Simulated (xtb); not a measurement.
**Geometry relaxation, with input and output: BSiH₂F₃ (part 1 of 3)**

- system: BSiH₂F₃, SMILES B[Si](F)(F)F
- method: GFN2-xTB (xtb 6.7.1 later snapshot)

The geometry comes from this level: PBE0-D4/def2-TZVP.

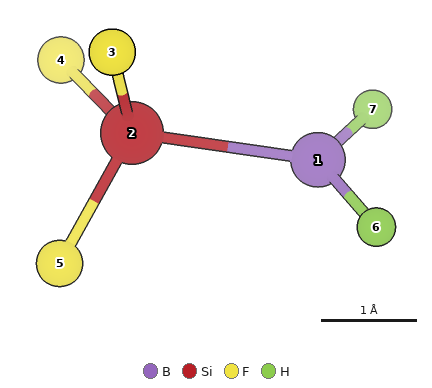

**Figure 1.** The structure as given in the input (ball-and-stick view, seen at a tilt; atoms are numbered from 1 in the order of the input). Bond lengths as drawn: B–H 1.19 Å, B–Si 2.00 Å and F–Si 1.58 Å.

### Input (mol.xyz)
```
7
BF3H2Si
B      0.23740000    -1.16470000     0.32900000
Si    -0.15600000     0.71900000    -0.22900000
F      1.18180000     1.43330000    -0.68280000
F     -1.17120000     0.84280000    -1.43480000
F     -0.77230000     1.56150000     0.95980000
H      0.85870000    -1.35820000     1.32840000
H     -0.11720000    -2.10170000    -0.31620000
```

Launch command:
```bash
xtb mol.xyz --gfn 2 --opt vtight --chrg 0 -P 1 > run.log
```

### What the program printed
```
* xtb version 6.7.1
   ID    Z sym.   atoms
    1    5 B      1
    2   14 Si     2
    3    9 F      3-5
    4    1 H      6, 7

           -------------------------------------------------
          |                Calculation Setup                |
           -------------------------------------------------

          program call               : xtb mol.xyz --gfn 2 --opt vtight --chrg 0 -P 1
          coordinate file            : mol.xyz
          omp threads                :                     1

           -------------------------------------------------
          |                 G F N 2 - x T B                 |
           -------------------------------------------------

      * Hamiltonian:
        H0-scaling (s, p, d)           1.850000    2.230000    2.230000
        zeta-weighting                 0.500000
      * Dispersion:
        s8                             2.700000
        a1                             0.520000
        a2                             5.000000
        s9                             5.000000
      * Repulsion:
        kExp                           1.500000    1.000000
        rExp                           1.000000
      * Coulomb:
        alpha                          2.000000
        third order                    shell-resolved
        anisotropic                    true
        a3                             3.000000
        a5                             4.000000
        cn-shift                       1.200000
        cn-exp                         4.000000
        max-rad                        5.000000

          ...................................................
          :                      SETUP                      :
          :.................................................:
          :  # basis functions                  28          :
          :  # atomic orbitals                  27          :
          :  # shells                           13          :
          :  # electrons                        30          :
          :  max. iterations                   250          :
          :  Hamiltonian                  GFN2-xTB          :
          :  restarted?                      false          :
          :  GBSA solvation                  false          :
          :  PC potential                    false          :
          :  electronic temp.          300.0000000     K    :
          :  accuracy                    1.0000000          :
          :  -> integral cutoff          0.2500000E+02      :
          :  -> integral neglect         0.1000000E-07      :
          :  -> SCF convergence          0.1000000E-05 Eh   :
          :  -> wf. convergence          0.1000000E-03 e    :
          :  Broyden damping             0.4000000          :
          :  net charge                          0          :
          :  unpaired electrons                  0          :
          ...................................................

 iter      E             dE          RMSdq      gap      omega  full diag
   1    -18.3331423 -0.183331E+02  0.118E+01    2.97       0.0  T
   2    -18.4022106 -0.690683E-01  0.717E+00    2.43       1.0  T
   3    -18.4093696 -0.715901E-02  0.196E+00    2.98       1.0  T
   4    -18.4094967 -0.127070E-03  0.529E-01    3.14       1.0  T
   5    -18.4096434 -0.146748E-03  0.259E-01    3.10       1.0  T
   6    -18.4099511 -0.307679E-03  0.689E-02    3.11       1.0  T
   7    -18.4099473  0.382683E-05  0.612E-02    3.09       1.0  T
   8    -18.4099576 -0.103504E-04  0.939E-03    3.10       4.0  T
   9    -18.4099576  0.436556E-07  0.975E-03    3.10       3.9  T
  10    -18.4099578 -0.173568E-06  0.257E-03    3.10      14.7  T
  11    -18.4099578 -0.117673E-07  0.279E-04    3.10     135.4  T
  12    -18.4099578 -0.134047E-09  0.251E-04    3.10     150.6  T

   *** convergence criteria satisfied after 12 iterations ***

         #    Occupation            Energy/Eh            Energy/eV
      -------------------------------------------------------------
         1        2.0000           -0.9271955             -25.2303
       ...           ...                  ...                  ...
         9        2.0000           -0.5324727             -14.4893
        10        2.0000           -0.5240218             -14.2594
        11        2.0000           -0.5235210             -14.2457
        12        2.0000           -0.5225179             -14.2184
        13        2.0000           -0.5222278             -14.2105
        14        2.0000           -0.4692983             -12.7703
        15        2.0000           -0.4362161             -11.8700 (HOMO)
        16                         -0.3223431              -8.7714 (LUMO)
        17                         -0.1563403              -4.2542
        18                         -0.1251127              -3.4045
        19                         -0.0915869              -2.4922
        20                          0.0286896               0.7807
       ...                                ...                  ...
        27                          0.9986071              27.1735
      -------------------------------------------------------------
                  HL-Gap            0.1138729 Eh            3.0986 eV
             Fermi-level           -0.3792796 Eh          -10.3207 eV

 SCC (total)                   0 d,  0 h,  0 min,  0.003 sec
 SCC setup                      ...        0 min,  0.000 sec (  1.669%)
 Dispersion                     ...        0 min,  0.000 sec (  0.690%)
 classical contributions        ...        0 min,  0.000 sec (  0.146%)
 integral evaluation            ...        0 min,  0.000 sec ( 13.471%)
 iterations                     ...        0 min,  0.002 sec ( 59.047%)
 molecular gradient             ...        0 min,  0.001 sec ( 23.143%)
 printout                       ...        0 min,  0.000 sec (  1.536%)

         :::::::::::::::::::::::::::::::::::::::::::::::::::::
         ::                     SUMMARY                     ::
         :::::::::::::::::::::::::::::::::::::::::::::::::::::
         :: total energy             -18.340268458392 Eh    ::
         :: gradient norm              0.053649294767 Eh/a0 ::
         :: HOMO-LUMO gap              3.098640009270 eV    ::
         ::.................................................::
         :: SCC energy               -18.409956534375 Eh    ::
         :: -> isotropic ES            0.058569045032 Eh    ::
         :: -> anisotropic ES          0.000848394272 Eh    ::
         :: -> anisotropic XC         -0.004935092726 Eh    ::
         :: -> dispersion             -0.003251517656 Eh    ::
         :: repulsion energy           0.069688075983 Eh    ::
         :: add. restraining           0.000000000000 Eh    ::
         :: total charge               0.000000000000 e     ::
         :::::::::::::::::::::::::::::::::::::::::::::::::::::

      -----------------------------------------------------------
     |                   =====================                   |
     |                        A N C O P T                        |
     |                   =====================                   |
     |               Approximate Normal Coordinate               |
     |                Rational Function Optimizer                |
      -----------------------------------------------------------

          ...................................................
          :                      SETUP                      :
          :.................................................:
          :   optimization level         verytight          :
          :   max. optcycles                   200          :
          :   ANC micro-cycles                  20          :
          :   degrees of freedom                15          :
          :.................................................:
          :   RF solver                   davidson          :
          :   write xtbopt.log                true          :
          :   linear?                        false          :
          :   energy convergence         0.1000000E-06 Eh   :
          :   grad. convergence          0.2000000E-03 Eh/α :
          :   maximum RF displ.          1.0000000          :
          :   Hlow (freq-cutoff)         0.1000000E-01      :
          :   Hmax (freq-cutoff)         5.0000000          :
          :   S6 in model hess.         20.0000000          :
          ...................................................

generating ANC from exact Hessian ...
Using Lindh-Hessian (1995)
 Shifting diagonal of input Hessian by    4.7005422937107192E-003
 Lowest  eigenvalues of input Hessian
    0.000000    0.000000    0.000000    0.000000    0.000000    0.000000
    0.010000    0.015211    0.016919    0.042297    0.043095    0.053015
    0.129280    0.220732    0.221047    0.316978    0.611513    0.790195
 Highest eigenvalues
    0.316978    0.611513    0.790195    1.372354    2.027176    2.038671

........................................................................
.............................. CYCLE    1 ..............................
........................................................................

 iter      E             dE          RMSdq      gap      omega  full diag
   1    -18.4099578 -0.184100E+02  0.460E-05    3.10       0.0  T
   2    -18.4099578 -0.515143E-11  0.179E-05    3.10    2108.4  T
   3    -18.4099578 -0.454747E-12  0.508E-06    3.10    7443.0  T
     SCC iter.                  ...        0 min,  0.001 sec
     gradient                   ...        0 min,  0.001 sec
 * total energy  :   -18.3402685 Eh     change       -0.1394405E-09 Eh
   gradient norm :     0.0536515 Eh/α   predicted     0.0000000E+00 (-100.00%)
   displ. norm   :     0.1150759 α      lambda       -0.4522714E-02
   maximum displ.:     0.0948174 α      in ANC's #10, #7, #3, ...

........................................................................
.............................. CYCLE    2 ..............................
........................................................................

 iter      E             dE          RMSdq      gap      omega  full diag
   1    -18.4169019 -0.184169E+02  0.412E-01    3.16       0.0  T
   2    -18.4169231 -0.212364E-04  0.281E-01    3.14       1.0  T
   3    -18.4169245 -0.137490E-05  0.866E-02    3.13       1.0  T
   4    -18.4169241  0.417787E-06  0.453E-02    3.13       1.0  T
   5    -18.4169291 -0.496447E-05  0.274E-02    3.13       1.4  T
   6    -18.4169294 -0.334230E-06  0.790E-03    3.13       4.8  T
   7    -18.4169294 -0.153679E-07  0.123E-03    3.13      30.7  T
   8    -18.4169294 -0.348397E-09  0.259E-04    3.13     145.9  T
   9    -18.4169294 -0.118128E-10  0.763E-05    3.13     495.6  T
     SCC iter.                  ...        0 min,  0.001 sec
     gradient                   ...        0 min,  0.001 sec
 * total energy  :   -18.3436309 Eh     change       -0.3362453E-02 Eh
   gradient norm :     0.0292909 Eh/α   predicted    -0.2291302E-02 ( -31.86%)
   displ. norm   :     0.1277827 α      lambda       -0.2719326E-02
   maximum displ.:     0.1044233 α      in ANC's #10, #13, #7, ...

........................................................................
.............................. CYCLE    3 ..............................
........................................................................

 iter      E             dE          RMSdq      gap      omega  full diag
   1    -18.4197260 -0.184197E+02  0.584E-01    3.18       0.0  T
   2    -18.4197666 -0.405876E-04  0.361E-01    3.14       1.0  T
   3    -18.4197718 -0.515311E-05  0.694E-02    3.13       1.0  T
   4    -18.4197738 -0.200799E-05  0.327E-02    3.13       1.2  T
   5    -18.4197740 -0.218044E-06  0.556E-03    3.13       6.8  T
   6    -18.4197740 -0.613915E-08  0.194E-03    3.13      19.5  T
   7    -18.4197740 -0.973145E-09  0.113E-03    3.13      33.4  T
   8    -18.4197740 -0.609798E-09  0.318E-04    3.13     118.9  T
   9    -18.4197740 -0.469917E-10  0.930E-05    3.13     406.4  T
     SCC iter.                  ...        0 min,  0.001 sec
     gradient                   ...        0 min,  0.001 sec
 * total energy  :   -18.3450411 Eh     change       -0.1410165E-02 Eh
   gradient norm :     0.0069405 Eh/α   predicted    -0.1381865E-02 (  -2.01%)
   displ. norm   :     0.0732928 α      lambda       -0.3519919E-03
   maximum displ.:     0.0499845 α      in ANC's #4, #7, #2, ...

........................................................................
.............................. CYCLE    4 ..............................
........................................................................

 iter      E             dE          RMSdq      gap      omega  full diag
   1    -18.4177257 -0.184177E+02  0.310E-01    3.15       0.0  T
   2    -18.4177301 -0.441813E-05  0.189E-01    3.14       1.0  T
   3    -18.4177250  0.505960E-05  0.646E-02    3.14       1.0  T
   4    -18.4177318 -0.679608E-05  0.149E-02    3.14       2.5  T
   5    -18.4177317  0.617069E-07  0.105E-02    3.14       3.6  T
   6    -18.4177318 -0.105313E-06  0.356E-03    3.14      10.6  T
   7    -18.4177319 -0.271259E-08  0.419E-04    3.14      90.2  T
   8    -18.4177319 -0.638032E-10  0.103E-04    3.14     367.6  T
     SCC iter.                  ...        0 min,  0.001 sec
     gradient                   ...        0 min,  0.001 sec
 * total energy  :   -18.3452656 Eh     change       -0.2244799E-03 Eh
   gradient norm :     0.0041902 Eh/α   predicted    -0.1769414E-03 ( -21.18%)
   displ. norm   :     0.0549110 α      lambda       -0.1172542E-03
   maximum displ.:     0.0333221 α      in ANC's #2, #7, #4, ...

........................................................................
.............................. CYCLE    5 ..............................
........................................................................

 iter      E             dE          RMSdq      gap      omega  full diag
   1    -18.4165409 -0.184165E+02  0.281E-01    3.14       0.0  T
   2    -18.4165433 -0.236276E-05  0.175E-01    3.13       1.0  T
   3    -18.4165413  0.194029E-05  0.421E-02    3.14       1.0  T
   4    -18.4165444 -0.301640E-05  0.145E-02    3.13       2.6  T
   5    -18.4165443  0.690949E-07  0.864E-03    3.13       4.4  T
   6    -18.4165444 -0.963429E-07  0.332E-03    3.13      11.4  T
   7    -18.4165444 -0.168188E-08  0.793E-04    3.13      47.7  T
   8    -18.4165444 -0.225850E-09  0.940E-05    3.13     402.1  T
     SCC iter.                  ...        0 min,  0.001 sec
     gradient                   ...        0 min,  0.001 sec
 * total energy  :   -18.3452936 Eh     change       -0.2805442E-04 Eh
   gradient norm :     0.0029724 Eh/α   predicted    -0.5880199E-04 ( 109.60%)
   displ. norm   :     0.0327243 α      lambda       -0.5216236E-04
   maximum displ.:     0.0295558 α      in ANC's #2, #6, #4, ...

........................................................................
.............................. CYCLE    6 ..............................
........................................................................

 iter      E             dE          RMSdq      gap      omega  full diag
   1    -18.4167589 -0.184168E+02  0.174E-01    3.13       0.0  T
   2    -18.4167595 -0.578675E-06  0.111E-01    3.13       1.0  T
   3    -18.4167598 -0.309793E-06  0.707E-03    3.13       5.3  T
   4    -18.4167598 -0.755347E-08  0.430E-03    3.13       8.8  T
   5    -18.4167598 -0.160622E-07  0.214E-03    3.13      17.6  T
   6    -18.4167598 -0.827455E-09  0.485E-04    3.13      77.9  T
   7    -18.4167598 -0.536382E-09  0.240E-04    3.13     157.3  T
     SCC iter.                  ...        0 min,  0.001 sec
     gradient                   ...        0 min,  0.001 sec
 * total energy  :   -18.3453156 Eh     change       -0.2197125E-04 Eh
   gradient norm :     0.0017171 Eh/α   predicted    -0.2611003E-04 (  18.84%)
   displ. norm   :     0.0124267 α      lambda       -0.6550317E-05
   maximum displ.:     0.0077824 α      in ANC's #7, #2, #3, ...

........................................................................
.............................. CYCLE    7 ..............................
........................................................................

 iter      E             dE          RMSdq      gap      omega  full diag
   1    -18.4172903 -0.184173E+02  0.565E-02    3.13       0.0  T
   2    -18.4172905 -0.206304E-06  0.348E-02    3.13       1.1  T
   3    -18.4172904  0.117756E-06  0.116E-02    3.13       3.3  T
   4    -18.4172905 -0.174506E-06  0.298E-03    3.13      12.7  T
   5    -18.4172905  0.380623E-08  0.198E-03    3.13      19.1  T
   6    -18.4172906 -0.656884E-08  0.794E-04    3.13      47.6  T
   7    -18.4172906 -0.757545E-10  0.167E-04    3.13     226.7  T
     SCC iter.                  ...        0 min,  0.001 sec
     gradient                   ...        0 min,  0.001 sec
 * total energy  :   -18.3453194 Eh     change       -0.3801647E-05 Eh
   gradient norm :     0.0007391 Eh/α   predicted    -0.3274751E-05 ( -13.86%)
   displ. norm   :     0.0065521 α      lambda       -0.1762774E-05
   maximum displ.:     0.0041743 α      in ANC's #5, #7, #10, ...

........................................................................
.............................. CYCLE    8 ..............................
........................................................................
```
